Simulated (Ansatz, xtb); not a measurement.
## SnF2 (SMILES [F][Sn][F]): methods side by side

The species is SnF2 (3 atoms), meant as a singlet with charge 0. As SMILES, `[F][Sn][F]`. The shape comes from GFN2-xTB, which is rough for such elements, and wasn't checked as a minimum.

```xyz
3

Sn    0.0053   -0.0076   -0.8651
F     1.6183   -0.0212    0.4431
F    -1.6236    0.0288    0.4221
```

Quantity: the electronic atomisation energy, in eV. The values are calculated. Electronic energies at fixed atoms, without zero-point motion or spin-orbit coupling.

| level | kind | program | value (eV) | less CCSDT/STO-3G | CPU time (all runs) |
| --- | --- | --- | --- | --- | --- |
| GFN0-xTB | semi-empirical | xtb | 10.43 | +4.23 | under 2 s |
| GFN1-xTB | semi-empirical | xtb | 14.00 | +7.80 | under 2 s |
| HF/STO-3G | Hartree–Fock | Ansatz | 3.57 | -2.63 | 0.78 s |
| BLYP/STO-3G | GGA | Ansatz | 10.44 | +4.24 | 3.9 s |
| r2SCAN/STO-3G | meta-GGA | Ansatz | 9.48 | +3.28 | 14 s |
| r2SCAN0/STO-3G | hybrid meta-GGA | Ansatz | 8.07 | +1.87 | 9 s |
| wB97M-V/STO-3G | range-separated hybrid | Ansatz | 8.96 | +2.76 | 34 s |
| B2PLYP/STO-3G | double hybrid | Ansatz | 7.77 | +1.57 | 4.3 s |
| MP2/STO-3G | perturbation theory | Ansatz | 5.42 | -0.78 | 0.93 s |
| CCSDT/STO-3G | coupled cluster or CI | Ansatz | 6.20 | 0.00 | 2 s |

Differences are taken from CCSDT/STO-3G for orientation; it has basis-set and higher-order errors of its own. All-electron rows without a relativistic Hamiltonian named are non-relativistic. The values span 3.57 to 14.00 eV. GFN0-xTB, GFN1-xTB: no spin polarisation, so open shells miss the exchange term that lowers them. All rows use very small basis sets, so none should be taken for the real molecule's value. In the correlated wave-function rows the outer d shell of Sn is correlated, in sets not made for it. In so small a basis fixed costs decide the times, and correlated methods can beat functionals. CPU times are rough (shared hosts, several kinds of processor and program).

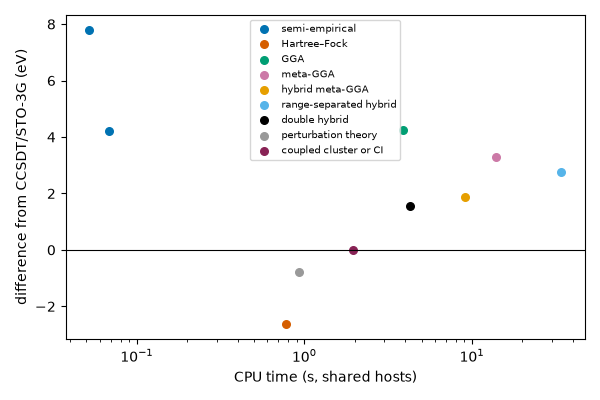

Difference from CCSDT/STO-3G against processor time, one point a level.
